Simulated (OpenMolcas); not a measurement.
**Run report: H₃O (charge +1), single-point calculation**

- system: H₃O, charge +1, SMILES [OH3+]
- method: B3LYP/STO-3G, RKS (OpenMolcas 26.06)

The geometry comes from this level: GFN2-xTB.

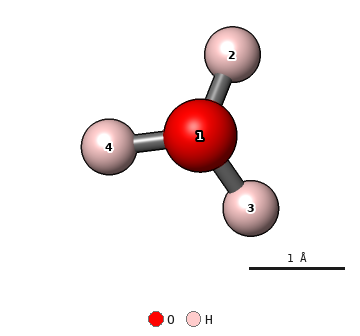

**Figure 1.** The input geometry (ball-and-stick view, seen on its broad side; atoms are numbered from 1 in the order of the input). Bond lengths as drawn: H–O 0.98 Å.

**The input**
```
&GATEWAY
BASLIB
$CurrDir
COORD
4
angstrom
O        0.196050      -0.061020      -0.056900
H        0.214230       0.919440       0.016470
H       -0.413410      -0.366620      -0.765680
H        0.003130      -0.491800       0.806120
BASIS
STO-3G
GROUP
NoSym
&SEWARD
GRIDINPUT
Grid=UltraFine
End of Grid
&SCF
CHARGE
1
KSDFT
B3LYP
THRESHOLDS
1e-10 1e-07 1e-07 1e-05
PRORBITALS
1 1
```

Machine: 1 thread of Intel Xeon (Sapphire Rapids), 64 GiB of memory available, shared host.

Launched with:
```bash
export MOLCAS_MEM=1860
pymolcas calc.input > calc.log
```

**What the program printed**
```
--- Start Module: gateway ---

                                              &GATEWAY

                       available to each process: 1.9 GB of memory, 1 thread

 Basis Set     1 Label: O.STO-3G
 Basis set is read from library:.
 basistype.tbl is not found

 Basis Set     2 Label: H.STO-3G
 Basis set is read from library:.
 basistype.tbl is not found

++    Symmetry information:
      ---------------------

                    Character Table for C1

                             E
                    a        1  x, y, xy, Rz, z, xz, Ry, yz, Rx, I
--

++    Basis set information:
      ----------------------

      Basis set label: O.STO-3G.........

      Electronic valence basis set:
      ------------------
      Associated Effective Charge   8.000000 au
      Associated Actual Charge      8.000000 au
      Nuclear Model: Point charge

      Shell  nPrim  nBasis  Cartesian Spherical Contaminant
         s       6       2        X
         p       3       1        X

      Basis set label: H.STO-3G.........

      Electronic valence basis set:
      ------------------
      Associated Effective Charge   1.000000 au
      Associated Actual Charge      1.000000 au
      Nuclear Model: Point charge

      Shell  nPrim  nBasis  Cartesian Spherical Contaminant
         s       3       1        X
--

++    Molecular structure info:
      -------------------------

                    ************************************************
                    **** Cartesian Coordinates / bohr, angstrom ****
                    ************************************************

     Center  Label                x              y              z                     x              y              z
        1      O1               0.370481      -0.115311      -0.107525              0.196050      -0.061020      -0.056900
        2      H2               0.404836       1.737490       0.031124              0.214230       0.919440       0.016470
        3      H3              -0.781232      -0.692811      -1.446926             -0.413410      -0.366620      -0.765680
        4      H4               0.005915      -0.929367       1.523346              0.003130      -0.491800       0.806120

                    ***************************************
                    *    InterNuclear Distances / bohr    *
                    ***************************************

               1 O1            2 H2            3 H3            4 H4
    1 O1       0.000000
    2 H2       1.858299        0.000000
    3 H3       1.858478        3.081842        0.000000
    4 H4       1.858854        3.081881        3.081894        0.000000

                    *******************************************
                    *    InterNuclear Distances / angstrom    *
                    *******************************************

               1 O1            2 H2            3 H3            4 H4
    1 O1       0.000000
    2 H2       0.983369        0.000000
    3 H3       0.983464        1.630841        0.000000
    4 H4       0.983663        1.630861        1.630868        0.000000

                    **************************************
                    *    Valence Bond Angles / degree    *
                    **************************************
                          Atom centers                 Phi
                      2 H2       1 O1       3 H3       112.03
                      2 H2       1 O1       4 H4       112.01
                      3 H3       1 O1       4 H4       112.00
--

            Nuclear Potential Energy             13.88677132 au

--- Stop Module: gateway /rc=_RC_ALL_IS_WELL_ ---

--- Start Module: seward ---

                                              &SEWARD

                       available to each process: 1.9 GB of memory, 1 thread

               SEWARD will generate:
                  Multipole Moment integrals up to order  2
                  Kinetic Energy integrals
                  Nuclear Attraction integrals (point charge)
                  One-Electron Hamiltonian integrals
                  Velocity integrals
                  Orbital angular momentum around (  0.2920  -0.0909  -0.0847 )
                  Velocity quadrupole around (  0.2920  -0.0909  -0.0847 )
                  Two-Electron Repulsion integrals

                   Integrals are discarded if absolute value <: 1.00E-14
                   Integral cutoff threshold is set to       <: 1.00E-16

            Nuclear Potential Energy             13.88677132 au

      Basis set specifications :
      Symmetry species         a
      Basis functions            8

--- Stop Module: seward /rc=_RC_ALL_IS_WELL_ ---

--- Start Module: scf ---

                                                &SCF

                       available to each process: 1.9 GB of memory, 1 thread

 ###############################################################################
 ###     Minimized-density-differences option turned off!                    ###
 ###############################################################################
++    Input section:
      --------------

      Header of the integral files:

      Cartesian coordinates in angstrom:
      -----------------------------------------------------
      No.  Label        X            Y            Z
      -----------------------------------------------------
       1   O1         0.19605000  -0.06102000  -0.05690000
       2   H2         0.21423000   0.91944000   0.01647000
       3   H3        -0.41341000  -0.36662000  -0.76568000
       4   H4         0.00313000  -0.49180000   0.80612000
      -----------------------------------------------------
      Nuclear repulsion energy =   13.88677132
--

++    Orbital specifications:
      -----------------------

      Symmetry species               1
                                     a
      Frozen orbitals                0
      Aufbau                         5
      Start temperature = 0.500
      End temperature   = 0.010
      Temperature Factor= 0.460
      Deleted orbitals               0
      Total number of orbitals       8
      Number of basis functions      8
--

      Molecular charge                           1.000

      Numerical integration parameters
      --------------------------------
      Radial quadrature type:                         MHL
      Size of radial grid:                            99
      Lebedev angular grid:                           41
      Angular grid pruned with the crowding factor:  1.00E+10
                                 and fading factor:  1.00E+01
      Screening threshold for integral computation:   1.00E-11
      Radial quadrature accuracy:                     1.00E-25
      Maximum batch size:                             128
      AO values are stored on disk
      The same grid will be used for all iterations.

      DFT functional specifications
      -----------------------------
      Using Libxc version: 6.2.2
      Please cite the following reference:
      S. Lehtola, C. Steigemann, M. J.T. Oliveira, and M. A.L. Marques.,  SoftwareX 7, 1–5 (2018) doi:10.1016/j.softx.2017.11.002

      * B3LYP

++    Optimization specifications:
      ----------------------------

      SCF Algorithm: Conventional
      D(i)-D(i-1) density differences are used
      Number of density matrices in core                 5
      Maximum number of NDDO SCF iterations            400
      Maximum number of HF SCF iterations              400
      Threshold for SCF energy change             1.00E-10
      Threshold for density matrix                1.00E-07
      Threshold for Fock matrix                   1.00E-07
      Threshold for linear dependence             1.00E-09
      Threshold at which DIIS is turned on        1.50E-01
      Maximum depth in the DIIS procedure                5
      Maximum depth in the BFGS Hessian update          30
      Threshold at which QNR/C2DIIS is turned on  7.50E-02
      Threshold for Norm(delta) (QNR/C2DIIS)      1.00E-05
      All orbitals punched on: SCFORB
--

      Input vectors read from INPORB
      Orbital file label: *Guess orbitals

++ Convergence information
                                   B3LYP      iterations: Energy and convergence statistics

Iter     Tot. B3LYP      One-elec.       Two-elec.     Energy      Max Dij or  Max Fij      DNorm      TNorm      AccCon     Time
         Energy          Energy          Energy        Change      Delta Norm                                                in Sec.
   1   -73.614691452  -129.294060968    41.792598191   0.00E+00    1.97E-01*   2.81E-01*    4.90E+00   2.45E+01   None         0.
   2   -74.982418791  -134.958074283    46.088884168  -1.37E+00*   3.12E-01*   1.77E-01*    2.56E+00   2.57E+01   EDIIS        0.
   3   -75.485889383  -132.859516396    43.486855688  -5.03E-01*   1.98E-01*   9.71E-02*    1.84E+00   2.50E+01   EDIIS        0.
   4   -75.649370770  -135.557688521    46.021546427  -1.63E-01*   2.18E-01*   9.93E-02*    7.45E-01   2.57E+01   EDIIS        0.
   5   -75.661450317  -133.416239570    43.868017929  -1.21E-02*   3.04E-02*   5.15E-02*    7.64E-01   2.51E+01   EDIIS        0.
   6   -75.681897484  -134.560882941    44.992214133  -2.04E-02*   2.87E-02*   1.32E-02*    1.27E-01   2.54E+01   EDIIS        0.
   7   -75.682083298  -134.272064015    44.703209392  -1.86E-04*   3.23E-03*   6.65E-03*    1.03E-01   2.53E+01   EDIIS        0.

       Fermi aufbau procedure completed!
      nOcc=    5

   8   -75.682452457  -134.416986518    44.847762737  -3.69E-04*   2.69E-05*   6.77E-04*    1.16E-02   2.54E+01   c2DIIS       0.
   9   -75.682457266  -134.402260519    44.833031928  -4.81E-06*   1.67E-06    1.55E-06*    1.11E-04   2.54E+01   QNRc2DIIS    0.
  10   -75.682457266  -134.402244060    44.833015470  -3.45E-12    7.45E-07    6.23E-07*    9.09E-06   2.54E+01   QNRc2DIIS    0.
  11   -75.682457266  -134.402253024    44.833024434  -1.19E-12    1.34E-07    1.52E-07*    3.36E-06   2.54E+01   QNRc2DIIS    0.
  12   -75.682457266  -134.402251396    44.833022805  -7.11E-14    2.75E-10    1.36E-10     6.36E-07   2.54E+01   QNRc2DIIS    0.

       Convergence after  12 Iterations
--

 *****************************************************************************************************************************
 *                                             SCF/KS-DFT Program, Final results                                             *
 *                                                       Final Results                                                       *
 *****************************************************************************************************************************

::    Total KS-DFT energy                             -75.6824572664
      One-electron energy                            -134.4022513962
      Two-electron energy                              44.8330228054
      Nuclear repulsion energy                         13.8867713243
      Kinetic energy (interpolated)                    73.7532937950
      Virial theorem                                    1.0261569806
      Total spin, S(S+1)                                0.0000000000
      Total spin, S                                     0.0000000000
      Max non-diagonal density matrix element           0.0000000005
      Max non-diagonal Fock matrix element              0.0000000000

      All orbitals with orbital energies smaller than  E(LUMO)+0.5 are printed

++    Molecular orbitals:
      -------------------

      Title: RKS-DFT orbitals

      Molecular orbitals for symmetry species 1: a

          Orbital            1         2         3         4         5         6         7         8
          Energy          -19.4671   -1.4521   -0.9192   -0.9191   -0.6772   -0.1357    0.0063    0.0065
          Occ. No.          2.0000    2.0000    2.0000    2.0000    2.0000    0.0000    0.0000    0.0000

--

++    Molecular charges:
      ------------------

      Mulliken charges per centre and basis function type
      ---------------------------------------------------

                O1      H2      H3      H4
      1s       3.7476  0.5869  0.5869  0.5869
      2px      1.7982  0.0000  0.0000  0.0000
      2pz      1.3435  0.0000  0.0000  0.0000
      2py      1.3500  0.0000  0.0000  0.0000
      Total    8.2393  0.5869  0.5869  0.5869

      N-E     -0.2393  0.4131  0.4131  0.4131

      Total electronic charge=   10.000000

      Total            charge=    1.000000
--

++    Molecular properties:
      ---------------------

      Charge (e):
                      =    1.0000
      Dipole Moment (debye):
      Origin of the operator (angstrom)=    0.1545   -0.0481   -0.0448
                   X= -1.7787E+00               Y=  5.5388E-01               Z=  5.1605E-01           Total=  1.9331E+00
      Center of Charge (angstrom)
                     X=   -0.21582146               Y=    0.06722950               Z=    0.06259957
      Quadrupole Moment (debye*angstrom):
      Origin of the operator (angstrom)=    0.1545   -0.0481   -0.0448
                  XX= -5.2219E+00              XY=  7.8110E-01              XZ=  7.2587E-01              YY= -2.9606E+00
                  YZ= -2.2634E-01              ZZ= -2.9274E+00
      In traceless form (debye*angstrom)
                  XX= -2.2779E+00              XY=  1.1716E+00              XZ=  1.0888E+00              YY=  1.1141E+00
                  YZ= -3.3950E-01              ZZ=  1.1638E+00
--

--- Stop Module: scf /rc=_RC_ALL_IS_WELL_ ---
--- Module scf spent 1 second ---

.##################.
.# Happy landing! #.
.##################.

    Timing: Wall=2.86 User=2.29 System=0.52
```

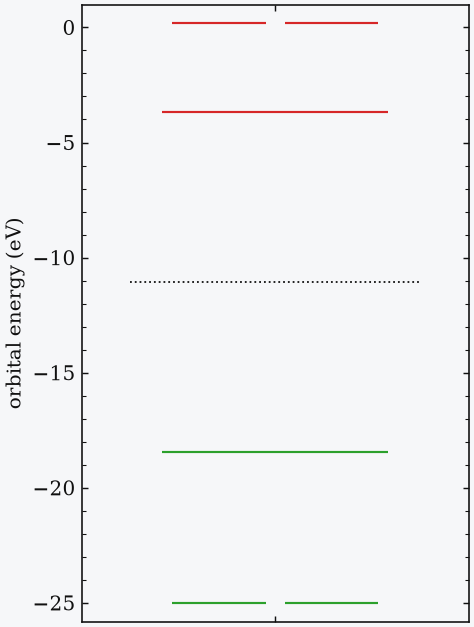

**Figure 2.** Orbital energies near the frontier; the dotted line parts filled from empty levels, and levels within 0.02 eV of each other stand side by side. Highest filled −18.43 eV, lowest empty −3.69 eV, 14.74 eV apart.

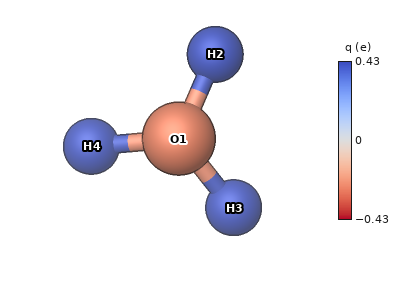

**Figure 3.** Mulliken charges, as the colour of each atom (ball-and-stick view, seen on its broad side; atoms are numbered from 1 in the order of the input). By element: O −0.24 and H +0.41 e.

**Results in brief**

```tsv
quantity	value
outcome	converged
total energy	−75.682457 hartree
basis functions	8
HOMO	−18.43 eV
LUMO	−3.69 eV
wall time	3.3 s
peak memory	0.37 GiB
```
